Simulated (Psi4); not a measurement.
**BNH6 (B(NH3)H3): levels of theory compared**

Aim: a comparison of 3 runs (OMP2.5/def2-SVP, CISD/6-31G*) of BNH6 (B(NH3)H3). 

The results are computed with Psi4 1.11.

3 further runs of the same task are left out: 2 that didn't finish, 1 set aside as unsound or not needed.

### 1 Starting point

The species is BNH6 (8 atoms), meant as a singlet with charge 0. As SMILES, `[H]B([H])([H])<-N`. The shape is that of a GFN2-xTB optimisation.

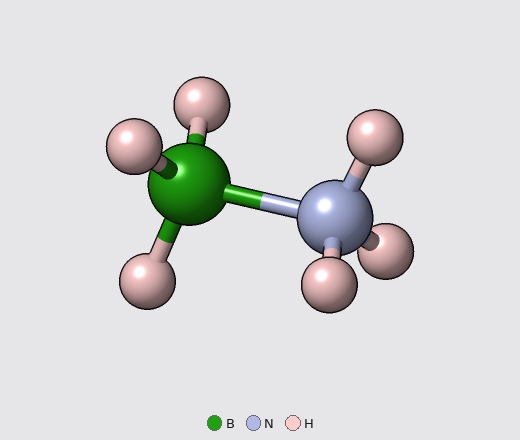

Viewed from a chosen angle; boron green, nitrogen light blue, hydrogen pink.

### 2 A single-point energy at OMP2.5/def2-SVP (fitted SCF) (run 1)

calc.py

```python
import psi4

psi4.set_memory(1600000000)
psi4.set_num_threads(1)
psi4.set_output_file('output.dat', False)

geom = psi4.geometry("""
B     -0.00415740     0.00561249    -1.56977659
N      0.00402512    -0.00574477     1.56461764
H     -1.80669156     0.06508217     2.17981798
H      0.97477743     1.52531134     2.17832510
H      0.84960197    -1.61410957     2.16589070
H      2.16061836    -0.06064131    -2.17855187
H     -1.02991964     1.91837437    -2.16347185
H     -1.14823539    -1.83388472    -2.17683221
units bohr
""")

psi4.set_options(dict(mp_type='conv', scf_initial_accelerator='adiis'))

result, w = psi4.energy('omp2.5/def2-SVP', return_wfn=True)
print(f'omp2.5/def2-SVP energy: {result:.10f} Eh')
```

Command:

```
$ python calc.py
```

output.dat:

```text
[...]
  Running in c1 symmetry.
[...]
  Nuclear repulsion =   40.786411410089698
[...]
  Multiplicity = 1
[...]
  Nalpha       = 9
  Nbeta        = 9
[...]
    Number of basis functions: 58
[...]
   @RHF iter   1:   -82.47791126310220   -5.09311e-01   5.88307e-03 DIIS/ADIIS
[...]
   @RHF iter  10:   -82.55825264469220   -2.48690e-12   4.50538e-09 DIIS
[...]
    Orbital Energies [Eh]
    ---------------------
    Doubly Occupied:
       1A    -15.644940     2A     -7.525597     3A     -1.233633
       4A     -0.732933     5A     -0.732785     6A     -0.702900
       7A     -0.509046     8A     -0.413203     9A     -0.413142
[...]
  @RHF Final Energy:   -82.55825264469220
   => Energetics <=
    Nuclear Repulsion Energy =             40.7864114100896984
    One-Electron Energy =                -190.8729703101826090
    Two-Electron Energy =                  67.5283062554007074
    Total Energy =                        -82.5582526446922031
[...]
 Multipole Moments:
 ------------------------------------------------------------------------------------
     Multipole            Electronic (a.u.)      Nuclear  (a.u.)        Total (a.u.)
 ------------------------------------------------------------------------------------
 L = 1.  Multiply by 2.5417464519 to convert [e a0] to [Debye]
 Dipole X            :          0.0046590            0.0013121            0.0059712
 Dipole Y            :         -0.0068818           -0.0012848           -0.0081666
 Dipole Z            :          1.7648191            0.4239032            2.1887223
 Magnitude           :                                                    2.1887457
[...]
	SCS-MP2 Total Energy (a.u.)        :   -82.86889626914926
	SOS-MP2 Total Energy (a.u.)        :   -82.87243816229014
[...]
	SCSN-MP2 Total Energy (a.u.)       :   -82.66763906769791
[...]
	SOS-PI-MP2 Total Energy (a.u.)     :   -82.89805498345935
[...]
	MP2 Total Energy (a.u.)            :   -82.86354742125620
[...]
	OMP2.5 Total Energy (a.u.)         :   -82.87808772310352
[...]
```

On the terminal:

```text
omp2.5/def2-SVP energy: -82.8780877231 Eh
```

Run time: 9 s. Hardware: 1 thread of AMD EPYC 7B13 (Zen 3), shared host; peak memory 0.31 GiB.

### 3 The energy at CISD/6-31G(d) (Cartesian functions) (run 2)

input.json

```json
{
 "schema_name": "qcschema_input",
 "schema_version": 1,
 "molecule": {
  "schema_name": "qcschema_molecule",
  "schema_version": 2,
  "symbols": ["B", "N", "H", "H", "H", "H", "H", "H"],
  "geometry": [-0.0041574, 0.00561249, -1.56977659, 0.00402512, -0.00574477, 1.56461764, -1.80669156, 0.06508217, 2.17981798, 0.97477743, 1.52531134, 2.1783251, 0.84960197, -1.61410957, 2.1658907, 2.16061836, -0.06064131, -2.17855187, -1.02991964, 1.91837437, -2.16347185, -1.14823539, -1.83388472, -2.17683221],
  "molecular_charge": 0,
  "molecular_multiplicity": 1
 },
 "driver": "energy",
 "model": {
  "method": "cisd",
  "basis": "6-31G*"
 },
 "keywords": {
  "reference": "rhf",
  "scf_type": "pk"
 }
}
```

Command:

```
$ psi4 --qcschema input.json -n 1 --memory 1600MB
```

stdout:

```text
[...]
  Running in c1 symmetry.
[...]
  Nuclear repulsion =   40.786411410089698
[...]
  Multiplicity = 1
[...]
  Nalpha       = 9
  Nbeta        = 9
[...]
    Number of basis functions: 42
[...]
   @RHF iter   1:   -82.54346987923287   -5.76183e-01   7.43128e-03 ADIIS/DIIS
[...]
   @RHF iter  10:   -82.61012212195499   -7.67386e-13   3.12476e-09 DIIS
[...]
    Orbital Energies [Eh]
    ---------------------
    Doubly Occupied:
       1A    -15.644385     2A     -7.511811     3A     -1.246018
       4A     -0.731228     5A     -0.731079     6A     -0.703189
       7A     -0.506260     8A     -0.409605     9A     -0.409543
[...]
  @RHF Final Energy:   -82.61012212195499
   => Energetics <=
    Nuclear Repulsion Energy =             40.7864114100896984
    One-Electron Energy =                -191.0068340105042353
    Two-Electron Energy =                  67.6103004784595498
    Total Energy =                        -82.6101221219549871
[...]
 Multipole Moments:
 ------------------------------------------------------------------------------------
     Multipole            Electronic (a.u.)      Nuclear  (a.u.)        Total (a.u.)
 ------------------------------------------------------------------------------------
 L = 1.  Multiply by 2.5417464519 to convert [e a0] to [Debye]
 Dipole X            :          0.0046261            0.0013121            0.0059383
 Dipole Y            :         -0.0068239           -0.0012848           -0.0081086
 Dipole Z            :          1.7522811            0.4239032            2.1761844
 Magnitude           :                                                    2.1762076
[...]
      * SCS-MP2 total energy:                  -82.883650921992
[...]
      * MP2 total energy:                      -82.880150842284
[...]
      * CISD total energy:                     -82.888130081108
[...]
```

The result, in JSON:

```text
{
 "driver": "energy",
 "model": {
  "method": "cisd",
  "basis": "6-31G*"
 },
 "success": true,
 "return_result": -82.88813008110822,
 "properties": {
  "calcinfo_nbasis": 42,
  "calcinfo_nmo": 42,
  "calcinfo_nalpha": 9,
  "calcinfo_nbeta": 9,
  "calcinfo_natom": 8,
  "nuclear_repulsion_energy": 40.7864114100897,
  "return_energy": -82.88813008110822,
  "scf_one_electron_energy": -191.00683401050424,
  "scf_two_electron_energy": 67.61030047845955,
  "scf_dipole_moment": [0.005938276216903071, -0.008108630890981627, 2.1761843742411413],
  "scf_total_energy": -82.61012212195499,
  "scf_iterations": 10,
  "mp2_same_spin_correlation_energy": -0.05827576656624755,
  "mp2_opposite_spin_correlation_energy": -0.21175295376262848,
  "mp2_singles_energy": 0.0,
  "mp2_doubles_energy": -0.27002872032887604,
  "mp2_correlation_energy": -0.27002872032887604,
  "mp2_total_energy": -82.88015084228387
 }
}
```

Run time: 2.7 s. Hardware: 1 thread of AMD EPYC 7B13 (Zen 3), shared host; peak memory 0.21 GiB.

### 4 A single-point energy at CISD/6-31G(d) (ZORA, Cartesian functions) (run 3)

job.py

```python
import psi4

psi4.set_memory(1600000000)
psi4.set_num_threads(1)
psi4.core.set_output_file('output.dat', False)

geom = psi4.geometry("""
0 1
B     -0.002200     0.002970    -0.830690
N      0.002130    -0.003040     0.827960
H     -0.956060     0.034440     1.153510
H      0.515830     0.807160     1.152720
H      0.449590    -0.854150     1.146140
H      1.143350    -0.032090    -1.152840
H     -0.545010     1.015160    -1.144860
H     -0.607620    -0.970450    -1.151930
""")

psi4.set_options({
    'reference': 'rhf',
    'scf_type': 'pk',
    'relativistic': 'zora',
})

e_tot, wfn = psi4.energy("cisd/6-31G*", return_wfn=True)
print('E =', round(e_tot, 9))
```

Command:

```
$ python job.py
```

output.dat:

```text
[...]
  Running in c1 symmetry.
[...]
  Nuclear repulsion =   40.786411378503296
[...]
  Multiplicity = 1
[...]
  Nalpha       = 9
  Nbeta        = 9
[...]
    Number of basis functions: 42
[...]
   @RHF iter   1:   -82.59765360177703   -5.76746e-01   7.44411e-03 DIIS/ADIIS
[...]
   @RHF iter  10:   -82.66448979749330   -8.52651e-13   3.07929e-09 DIIS
[...]
    Orbital Energies [Eh]
    ---------------------
    Doubly Occupied:
       1A    -15.662790     2A     -7.516070     3A     -1.246820
       4A     -0.731079     5A     -0.730930     6A     -0.703243
       7A     -0.506254     8A     -0.409593     9A     -0.409531
[...]
  @RHF Final Energy:   -82.66448979749330
   => Energetics <=
    Nuclear Repulsion Energy =             40.7864113785032956
    One-Electron Energy =                -191.0691847151059619
    Two-Electron Energy =                  67.6182835391093704
    Total Energy =                        -82.6644897974933031
[...]
 Multipole Moments:
 ------------------------------------------------------------------------------------
     Multipole            Electronic (a.u.)      Nuclear  (a.u.)        Total (a.u.)
 ------------------------------------------------------------------------------------
 L = 1.  Multiply by 2.5417464519 to convert [e a0] to [Debye]
 Dipole X            :          0.0046235            0.0013121            0.0059357
 Dipole Y            :         -0.0068205           -0.0012848           -0.0081053
 Dipole Z            :          1.7513472            0.4239032            2.1752504
 Magnitude           :                                                    2.1752736
[...]
      * SCS-MP2 total energy:                  -82.938044848057
[...]
      * MP2 total energy:                      -82.934546814075
[...]
      * CISD total energy:                     -82.942520684120
[...]
```

On the terminal:

```text
E = -82.942520684
```

Run time: 14 s. Hardware: 1 thread of AMD EPYC 7B13 (Zen 3), shared host; peak memory 0.45 GiB.

### 5 The series

```tsv
run	level	integrals	integral approximation	energy (Eh)	HOMO energy (eV)	LUMO energy (eV)	HOMO–LUMO gap (eV)	wall time
1	OMP2.5/def2-SVP (fitted SCF)	df	program's default	-82.878088	-11.24	3.66	14.90	9 s
2	CISD/6-31G* (Cartesian functions)	pk	none	-82.888130	-11.14	4.64	15.79	2.7 s
3	CISD/6-31G* (ZORA, Cartesian functions)	pk	none	-82.942521	-11.14	4.63	15.78	14 s
```

### 6 What came out

```
                                    quantity         value
                         run 3: total energy  -82.94252 Eh
  run 3: HOMO energy (Hartree–Fock orbitals)     -11.14 eV
  run 3: LUMO energy (Hartree–Fock orbitals)       4.63 eV
run 3: HOMO–LUMO gap (Hartree–Fock orbitals)      15.78 eV
                   run 3: correlation energy    -278.0 mEh
```

All runs together took 25 s, the longest 14 s.
